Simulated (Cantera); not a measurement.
Charge: 1 mol C₂H₅OH, 1.1 mol H₂O, a varied amount of H₂, at 1850 °C and 3080 Torr.

Cantera equilibrium calculation (NASA polynomials, part measured and part estimated; ideal gas, pure solids and liquids). Candidate condensed phases: C, C₆H₆, C₇H₈, C₈H₁₈, H₂O; 110 gas species. Rates play no part.

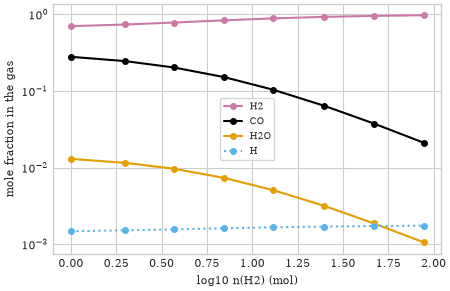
*Equilibrium gas composition (values under 1e-9 drawn at 1e-9)*

Read off the mole fractions at 47 mol H₂.

H₂ about 0.96, CO about 0.038, H₂O about 0.0019, H about 0.0017.
